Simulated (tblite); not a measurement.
## C5H8NSi2: geometry relaxation (part 3 of 4)

The same run, continued: C5H8NSi2, multiplicity 2; GFN2-xTB geometry optimisation, gas phase (tblite 0.8.0). It belongs to a series of runs on one base structure; here: H removed from Si.

Geometry of the input (Å):
```
N  4.4678  2.5046  -2.0366
C  3.8409  1.7464  -1.4160
C  3.0900  0.8189  -0.6434
C  2.4134  0.0445  -0.0228
Si 1.3908  -1.1521  0.9550
C  -0.4119  -1.0118  0.3918
C  -1.0811  0.1612  1.0631
Si -2.8518  0.2346  0.4730
H  1.8365  -2.4962  0.5666
H  -0.9475  -1.9591  0.5288
H  -0.3385  -0.7601  -0.7010
H  -1.0605  0.0693  2.1916
H  -0.5664  1.1275  0.8632
H  -3.6911  0.3346  1.6475
H  -3.1226  -1.0383  -0.1834
H  -2.9757  1.3849  -0.4214
```

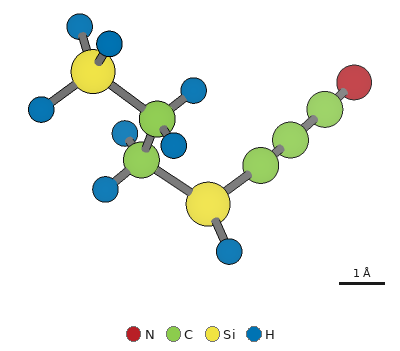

Figure 1. The geometry at step 92 of the log (ball-and-stick view, seen at a tilt).

Trajectory as extended XYZ, continued
```
16
Properties=species:S:1:pos:R:3:forces:R:3 step=72 energy=-571.22425
N     4.6211    2.6421   -1.8161    0.0170   0.0070   0.0200
C     3.9540    1.8409   -1.3123   -0.0400   0.0060  -0.0270
C     3.1650    0.9059   -0.7493    0.0630  -0.0060   0.0080
C     2.4508    0.0918   -0.1628   -0.0520  -0.0470  -0.0260
Si    1.4116   -1.2730    0.3701    0.0010   0.0180   0.0370
C    -0.4521   -1.1256    0.0793    0.0220   0.0110  -0.0170
C    -1.0489   -0.0322    0.9732    0.0190   0.0040  -0.0070
Si   -2.8924    0.2882    0.6066    0.0080  -0.0210   0.0120
H     1.8244   -1.9979    1.5603    0.0370  -0.0130   0.0010
H    -0.9449   -2.0774    0.2967   -0.0010   0.0320  -0.0290
H    -0.6668   -0.8901   -0.9649    0.0180  -0.0070  -0.0120
H    -0.9034   -0.3052    2.0208   -0.0220   0.0030  -0.0060
H    -0.4946    0.8959    0.8199    0.0210   0.0080   0.0280
H    -3.5230    0.8100    1.8152   -0.0360   0.0710   0.0070
H    -3.5192   -0.9805    0.2390   -0.0400  -0.0700  -0.0060
H    -2.9893    1.2163   -0.5198   -0.0150   0.0040   0.0170
16
Properties=species:S:1:pos:R:3:forces:R:3 step=75 energy=-571.22787
N     4.6106    2.6300   -1.8427    0.0030  -0.0040   0.0440
C     3.9515    1.8385   -1.3128   -0.0470  -0.0030  -0.0250
C     3.1686    0.9135   -0.7247    0.0080  -0.0970   0.0230
C     2.4618    0.0797   -0.1540    0.0450   0.0750  -0.0570
Si    1.4177   -1.2758    0.3868   -0.0330   0.0330  -0.0010
C    -0.4409   -1.1052    0.0705    0.0220  -0.0230   0.0030
C    -1.0499   -0.0294    0.9745   -0.0170   0.0170  -0.0180
Si   -2.8933    0.2781    0.6093   -0.1380  -0.0370   0.0230
H     1.8259   -2.0309    1.5590    0.0270  -0.0020  -0.0040
H    -0.9428   -2.0563    0.2618   -0.0150  -0.0260  -0.0210
H    -0.6432   -0.8489   -0.9709    0.0510  -0.0050  -0.0290
H    -0.9150   -0.3130    2.0199    0.0310   0.0130   0.0100
H    -0.5067    0.9054    0.8287    0.0510   0.0230   0.0680
H    -3.5222    0.8346    1.8084    0.0020   0.0230  -0.0450
H    -3.5274   -1.0022    0.2715    0.0160   0.0290   0.0210
H    -3.0025    1.1908   -0.5292   -0.0070  -0.0160   0.0070
16
Properties=species:S:1:pos:R:3:forces:R:3 step=78 energy=-571.23216
N     4.6035    2.6217   -1.8523   -0.0380  -0.0330   0.0480
C     3.9450    1.8314   -1.3188    0.0480   0.0490  -0.0240
C     3.1750    0.9072   -0.7152    0.0110  -0.0310  -0.0400
C     2.4621    0.0796   -0.1450    0.0200  -0.0020   0.0080
Si    1.4187   -1.2693    0.4080    0.0100  -0.0190   0.0110
C    -0.4299   -1.0882    0.0548   -0.0480   0.0160   0.0230
C    -1.0532   -0.0280    0.9723   -0.0330   0.0070   0.0100
Si   -2.9053    0.2625    0.6140    0.0110   0.0320   0.0080
H     1.8198   -2.0526    1.5670    0.0040   0.0450  -0.0450
H    -0.9417   -2.0409    0.2142    0.0000   0.0030  -0.0160
H    -0.6054   -0.8107   -0.9879    0.0400   0.0020   0.0440
H    -0.9153   -0.3221    2.0160    0.0000  -0.0230  -0.0290
H    -0.5163    0.9163    0.8521    0.0040  -0.0350   0.0010
H    -3.5104    0.8692    1.7999   -0.0240  -0.0040  -0.0230
H    -3.5433   -1.0256    0.3163    0.0210   0.0460   0.0230
H    -3.0108    1.1585   -0.5395   -0.0250  -0.0520   0.0010
16
Properties=species:S:1:pos:R:3:forces:R:3 step=80 energy=-571.23378
N     4.6036    2.6168   -1.8516   -0.0300  -0.0160   0.0320
C     3.9427    1.8278   -1.3197    0.0450   0.0270  -0.0080
C     3.1740    0.9013   -0.7173    0.0360   0.0240  -0.0500
C     2.4591    0.0884   -0.1300   -0.0090  -0.0600   0.0130
Si    1.4169   -1.2678    0.4105    0.0140  -0.0230   0.0240
C    -0.4288   -1.0817    0.0421   -0.0110  -0.0020   0.0000
C    -1.0538   -0.0314    0.9685    0.0040  -0.0260   0.0180
Si   -2.9065    0.2569    0.6209    0.0430   0.0450   0.0000
H     1.8036   -2.0402    1.5828    0.0010   0.0510  -0.0530
H    -0.9442   -2.0363    0.1800    0.0030   0.0270  -0.0050
H    -0.5879   -0.7891   -0.9986    0.0140   0.0090   0.0300
H    -0.9097   -0.3389    2.0067   -0.0210  -0.0160   0.0130
H    -0.5168    0.9142    0.8592   -0.0080  -0.0330  -0.0120
H    -3.4943    0.8907    1.7984   -0.0480   0.0130   0.0110
H    -3.5532   -1.0302    0.3526    0.0050   0.0020   0.0180
H    -3.0121    1.1282   -0.5486   -0.0370  -0.0220  -0.0320
16
Properties=species:S:1:pos:R:3:forces:R:3 step=83 energy=-571.23676
N     4.5953    2.6082   -1.8655    0.0290   0.0690  -0.0120
C     3.9429    1.8240   -1.3184   -0.0120  -0.0850   0.0480
C     3.1841    0.8954   -0.7054   -0.0110  -0.0030  -0.0220
C     2.4732    0.0828   -0.1113    0.0200  -0.0140  -0.0300
Si    1.4178   -1.2688    0.4181   -0.0160   0.0190  -0.0230
C    -0.4224   -1.0633    0.0217    0.0580  -0.0310  -0.0190
C    -1.0573   -0.0391    0.9663    0.0350  -0.0230   0.0210
Si   -2.9084    0.2518    0.6353   -0.0480  -0.0040  -0.0060
H     1.7865   -2.0303    1.5994    0.0080   0.0140  -0.0060
H    -0.9486   -2.0160    0.1093   -0.0080  -0.0270   0.0280
H    -0.5504   -0.7345   -1.0100   -0.0120   0.0380  -0.0490
H    -0.9143   -0.3720    1.9948   -0.0070   0.0020   0.0870
H    -0.5220    0.9077    0.8739    0.0050   0.0170   0.0230
H    -3.4836    0.9408    1.7885   -0.0220   0.0050   0.0070
H    -3.5667   -1.0416    0.4300    0.0070   0.0000   0.0260
H    -3.0335    1.0638   -0.5707   -0.0260   0.0220  -0.0730
16
Properties=species:S:1:pos:R:3:forces:R:3 step=86 energy=-571.24027
N     4.5897    2.6234   -1.8590    0.0390   0.0470   0.0020
C     3.9560    1.8199   -1.3174   -0.0190  -0.0430   0.0060
C     3.2028    0.8809   -0.7152   -0.0420  -0.0660   0.0270
C     2.4948    0.0615   -0.1257    0.0290   0.0450  -0.0450
Si    1.4193   -1.2649    0.4234    0.0050  -0.0130  -0.0190
C    -0.4166   -1.0574    0.0110   -0.0070   0.0360   0.0160
C    -1.0635   -0.0509    0.9707   -0.0070   0.0320   0.0210
Si   -2.9184    0.2550    0.6427    0.0150  -0.0310  -0.0120
H     1.7905   -2.0176    1.6091   -0.0020   0.0080  -0.0070
H    -0.9510   -2.0078    0.0670    0.0210  -0.0330   0.0290
H    -0.5229   -0.7026   -1.0156   -0.0400   0.0330  -0.0170
H    -0.9249   -0.3947    1.9990   -0.0200   0.0010  -0.0020
H    -0.5302    0.8990    0.8940    0.0100   0.0120   0.0290
H    -3.4923    0.9840    1.7743    0.0220  -0.0110  -0.0150
H    -3.5792   -1.0433    0.4895   -0.0120  -0.0180   0.0160
H    -3.0619    1.0245   -0.5917    0.0070   0.0010  -0.0280
16
Properties=species:S:1:pos:R:3:forces:R:3 step=89 energy=-571.24195
N     4.6010    2.6433   -1.8286   -0.0360  -0.0630   0.0430
C     3.9611    1.8206   -1.3220    0.0360   0.0460  -0.0310
C     3.2035    0.8678   -0.7463    0.0370   0.0370  -0.0140
C     2.4914    0.0583   -0.1505   -0.0300  -0.0380   0.0050
Si    1.4210   -1.2635    0.4198   -0.0030  -0.0170  -0.0090
C    -0.4200   -1.0647    0.0223   -0.0150   0.0060  -0.0060
C    -1.0652   -0.0494    0.9754   -0.0030   0.0000  -0.0060
Si   -2.9183    0.2582    0.6372   -0.0070   0.0020  -0.0210
H     1.8056   -2.0092    1.6077   -0.0120   0.0260  -0.0340
H    -0.9460   -2.0209    0.0978    0.0300   0.0360   0.0130
H    -0.5390   -0.7236   -1.0093   -0.0310   0.0070   0.0370
H    -0.9300   -0.3893    2.0053   -0.0200   0.0060  -0.0030
H    -0.5285    0.8985    0.8946    0.0020   0.0040   0.0270
H    -3.5000    0.9730    1.7743    0.0270  -0.0070  -0.0190
H    -3.5864   -1.0346    0.4682    0.0050  -0.0200   0.0100
H    -3.0578    1.0443   -0.5900    0.0190  -0.0260   0.0070
16
Properties=species:S:1:pos:R:3:forces:R:3 step=92 energy=-571.24389
N     4.6016    2.6529   -1.8168    0.0160  -0.0030  -0.0130
C     3.9690    1.8172   -1.3243    0.0090  -0.0030   0.0270
C     3.2189    0.8556   -0.7539   -0.0120   0.0030  -0.0050
C     2.5027    0.0457   -0.1633   -0.0020   0.0050  -0.0110
Si    1.4215   -1.2640    0.4137   -0.0250   0.0290  -0.0400
C    -0.4193   -1.0526    0.0185    0.0230  -0.0220  -0.0290
C    -1.0702   -0.0508    0.9792    0.0220  -0.0160   0.0000
Si   -2.9204    0.2545    0.6375   -0.0830  -0.0360  -0.0140
H     1.8007   -1.9941    1.6099   -0.0010  -0.0090   0.0040
H    -0.9369   -2.0134    0.0810   -0.0250   0.0240   0.0150
H    -0.5412   -0.6980   -1.0076   -0.0060  -0.0060   0.0070
H    -0.9462   -0.4057    2.0040    0.0060   0.0030   0.0460
H    -0.5292    0.8956    0.9150   -0.0150   0.0210   0.0310
H    -3.4940    0.9966    1.7614    0.0260  -0.0030  -0.0200
H    -3.5980   -1.0422    0.5082    0.0430   0.0360   0.0060
H    -3.0668    1.0117   -0.6063    0.0230  -0.0250  -0.0020
16
Properties=species:S:1:pos:R:3:forces:R:3 step=94 energy=-571.24503
N     4.5996    2.6518   -1.8183    0.0500   0.0260  -0.0300
C     3.9748    1.8127   -1.3225   -0.0120  -0.0060   0.0300
C     3.2258    0.8517   -0.7508   -0.0130  -0.0160  -0.0010
C     2.5105    0.0401   -0.1617    0.0070   0.0310  -0.0220
Si    1.4195   -1.2637    0.4073   -0.0050   0.0150  -0.0130
C    -0.4172   -1.0422    0.0084   -0.0050   0.0040   0.0000
C    -1.0718   -0.0542    0.9814    0.0020  -0.0060   0.0180
Si   -2.9243    0.2474    0.6375   -0.0020  -0.0200   0.0120
H     1.7883   -1.9821    1.6136    0.0010  -0.0210   0.0070
H    -0.9350   -2.0032    0.0564   -0.0410   0.0160   0.0040
H    -0.5365   -0.6699   -1.0111   -0.0020  -0.0180  -0.0090
H    -0.9513   -0.4201    2.0037    0.0030  -0.0070   0.0170
H    -0.5331    0.8952    0.9345   -0.0250   0.0020   0.0080
H    -3.4800    1.0180    1.7489    0.0000   0.0140   0.0000
H    -3.6036   -1.0498    0.5503    0.0260   0.0120  -0.0110
H    -3.0733    0.9774   -0.6213    0.0180  -0.0270  -0.0110
16
Properties=species:S:1:pos:R:3:forces:R:3 step=97 energy=-571.24601
N     4.6050    2.6468   -1.8199    0.0120  -0.0150   0.0100
C     3.9771    1.8118   -1.3200    0.0160   0.0170  -0.0180
C     3.2259    0.8492   -0.7530    0.0270   0.0330  -0.0080
C     2.5125    0.0411   -0.1580   -0.0230  -0.0010  -0.0070
Si    1.4179   -1.2630    0.4049    0.0070  -0.0020   0.0140
C    -0.4160   -1.0325    0.0000   -0.0180   0.0070   0.0240
C    -1.0728   -0.0580    0.9852   -0.0160   0.0030   0.0100
Si   -2.9259    0.2384    0.6397    0.0460   0.0420   0.0210
H     1.7798   -1.9770    1.6177   -0.0070  -0.0090  -0.0170
H    -0.9422   -1.9896    0.0325   -0.0130   0.0040  -0.0030
H    -0.5268   -0.6457   -1.0152   -0.0130  -0.0100  -0.0020
H    -0.9517   -0.4339    2.0045    0.0010  -0.0060  -0.0090
H    -0.5424    0.8965    0.9501   -0.0030  -0.0090   0.0000
H    -3.4654    1.0383    1.7373   -0.0220   0.0180   0.0070
H    -3.6073   -1.0552    0.5844   -0.0080  -0.0440  -0.0150
H    -3.0751    0.9420   -0.6342    0.0150  -0.0280  -0.0090
16
Properties=species:S:1:pos:R:3:forces:R:3 step=100 energy=-571.24746
N     4.6267    2.6527   -1.8019   -0.0130  -0.0220   0.0200
C     3.9865    1.8167   -1.3193    0.0410  -0.0100  -0.0300
C     3.2318    0.8449   -0.7717   -0.0060   0.0380   0.0100
C     2.5075    0.0401   -0.1849   -0.0210  -0.0070   0.0050
Si    1.4155   -1.2603    0.3957   -0.0100   0.0450  -0.0290
C    -0.4231   -1.0289    0.0069    0.0140  -0.0130   0.0110
C    -1.0769   -0.0586    0.9964   -0.0030   0.0110  -0.0020
Si   -2.9245    0.2367    0.6420   -0.0140   0.0080  -0.0040
H     1.7869   -1.9678    1.6080    0.0020  -0.0210   0.0020
H    -0.9531   -1.9824    0.0427    0.0000  -0.0540   0.0030
H    -0.5419   -0.6468   -1.0093   -0.0050   0.0210   0.0090
H    -0.9636   -0.4392    2.0139    0.0330  -0.0180   0.0050
H    -0.5475    0.8952    0.9670    0.0270   0.0210   0.0070
H    -3.4660    1.0505    1.7269   -0.0390   0.0210   0.0150
H    -3.6015   -1.0603    0.5877   -0.0130  -0.0260   0.0080
H    -3.0646    0.9165   -0.6440    0.0070   0.0050  -0.0290
16
Properties=species:S:1:pos:R:3:forces:R:3 step=103 energy=-571.24863
N     4.6344    2.6539   -1.7980    0.0520   0.0380  -0.0270
C     3.9951    1.8157   -1.3199   -0.0170  -0.0340   0.0130
C     3.2337    0.8507   -0.7712   -0.0220  -0.0090   0.0100
C     2.5028    0.0428   -0.1967    0.0070   0.0250   0.0010
Si    1.4130   -1.2563    0.3873   -0.0260   0.0260  -0.0230
C    -0.4284   -1.0319    0.0132   -0.0210  -0.0050   0.0020
C    -1.0769   -0.0553    1.0023    0.0090   0.0010   0.0030
Si   -2.9252    0.2403    0.6418   -0.0070  -0.0260  -0.0080
H     1.7905   -1.9683    1.5942    0.0130  -0.0290   0.0160
H    -0.9554   -1.9883    0.0627    0.0190   0.0000  -0.0120
H    -0.5576   -0.6559   -1.0051   -0.0070  -0.0020   0.0400
H    -0.9618   -0.4361    2.0204    0.0130  -0.0100  -0.0160
H    -0.5413    0.8962    0.9733   -0.0040  -0.0040  -0.0090
H    -3.4793    1.0480    1.7275   -0.0210  -0.0030  -0.0210
H    -3.5935   -1.0643    0.5728    0.0050   0.0290   0.0220
H    -3.0575    0.9179   -0.6485    0.0080   0.0010   0.0100
16
Properties=species:S:1:pos:R:3:forces:R:3 step=105 energy=-571.24942
N     4.6452    2.6484   -1.7999    0.0320   0.0050  -0.0110
C     4.0004    1.8138   -1.3217   -0.0080   0.0090  -0.0010
C     3.2310    0.8566   -0.7710    0.0090  -0.0040  -0.0070
C     2.5017    0.0444   -0.2008    0.0000   0.0210   0.0140
Si    1.4111   -1.2520    0.3843   -0.0080  -0.0060   0.0150
C    -0.4304   -1.0247    0.0186   -0.0190  -0.0020  -0.0020
C    -1.0791   -0.0516    1.0108    0.0030  -0.0100   0.0010
Si   -2.9276    0.2363    0.6411    0.0210   0.0110   0.0010
H     1.7961   -1.9844    1.5780    0.0070  -0.0120  -0.0050
H    -0.9585   -1.9811    0.0655    0.0280   0.0150  -0.0240
H    -0.5577   -0.6426   -0.9970   -0.0250  -0.0120   0.0150
H    -0.9603   -0.4391    2.0258   -0.0110   0.0090  -0.0030
H    -0.5466    0.9021    0.9862   -0.0030  -0.0190  -0.0150
H    -3.4878    1.0537    1.7167   -0.0210  -0.0080  -0.0280
H    -3.5905   -1.0693    0.5779   -0.0130  -0.0010   0.0270
H    -3.0546    0.8985   -0.6585    0.0100   0.0030   0.0240
16
Properties=species:S:1:pos:R:3:forces:R:3 step=108 energy=-571.25021
N     4.6575    2.6403   -1.8057    0.0090  -0.0110   0.0000
C     4.0054    1.8123   -1.3254   -0.0170  -0.0220   0.0180
C     3.2324    0.8588   -0.7705    0.0380   0.0310  -0.0290
C     2.5071    0.0440   -0.1989   -0.0260  -0.0050   0.0290
Si    1.4100   -1.2476    0.3884    0.0360   0.0150   0.0110
C    -0.4293   -1.0086    0.0180    0.0360  -0.0010  -0.0150
C    -1.0840   -0.0508    1.0187   -0.0060  -0.0180   0.0020
Si   -2.9309    0.2291    0.6447   -0.0210  -0.0020   0.0000
H     1.7993   -2.0050    1.5664   -0.0080   0.0110  -0.0290
H    -0.9576   -1.9643    0.0387   -0.0020  -0.0160  -0.0020
H    -0.5464   -0.6066   -0.9896   -0.0250  -0.0010  -0.0400
H    -0.9672   -0.4516    2.0276   -0.0040   0.0220   0.0380
H    -0.5573    0.9058    1.0038    0.0100  -0.0170   0.0030
H    -3.4937    1.0761    1.6949   -0.0190  -0.0050  -0.0170
H    -3.5957   -1.0772    0.6173   -0.0080   0.0030   0.0250
H    -3.0571    0.8541   -0.6723    0.0070   0.0150   0.0070
16
Properties=species:S:1:pos:R:3:forces:R:3 step=111 energy=-571.25170
N     4.6784    2.6345   -1.8036   -0.0060  -0.0290   0.0060
C     4.0189    1.8106   -1.3256    0.0280   0.0300  -0.0050
C     3.2401    0.8622   -0.7730   -0.0090  -0.0060   0.0000
C     2.5028    0.0588   -0.1993    0.0060   0.0120   0.0040
Si    1.4070   -1.2364    0.3798    0.0120   0.0070  -0.0190
C    -0.4336   -1.0055    0.0126    0.0000   0.0140  -0.0080
C    -1.0850   -0.0570    1.0263   -0.0120  -0.0030   0.0060
Si   -2.9320    0.2262    0.6505   -0.0090  -0.0420   0.0020
H     1.7939   -1.9980    1.5543    0.0000  -0.0020  -0.0050
H    -0.9563   -1.9650    0.0241   -0.0040  -0.0010   0.0230
H    -0.5647   -0.5936   -0.9905    0.0190  -0.0110  -0.0080
H    -0.9687   -0.4610    2.0346   -0.0010  -0.0050   0.0020
H    -0.5525    0.8968    1.0179   -0.0170  -0.0070  -0.0050
H    -3.5102    1.0948    1.6724   -0.0010   0.0110   0.0090
H    -3.5970   -1.0811    0.6551   -0.0050   0.0140   0.0110
H    -3.0488    0.8225   -0.6796   -0.0010   0.0190  -0.0130
```
